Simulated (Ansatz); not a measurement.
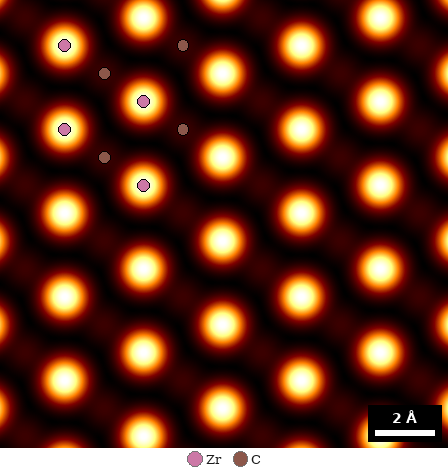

HAADF-like image of ZrC (Fm-3m, No. 225) along [110]. Simulated incoherent Z contrast: every atom adds Z^1.7 spread by a probe of 0.97 Å full width; channelling and multiple scattering are left out. The display is stretched by a gamma of 0.65; percentages refer to the linear signal. Model: the input geometry of an electronic-structure calculation (not necessarily at equilibrium).

Coloured dots in one corner mark the columns of the model.

> Describe what the image shows.

The columns repeat on a centred rectangular net of 3.30 × 4.67 Å (plane group c2mm). The brightest columns hold 1 Zr per repeat; in falling brightness follow 1 C (about 5 %). Brightness is counted from the darkest point of the image. The closest visible columns (Zr and C) are 1.65 Å apart in projection. Along the beam the structure repeats every 3.30 Å.

```csv
column,atoms along the beam per repeat,peak brightness
Zr,1 Zr,100 %
C,1 C,5 %
```
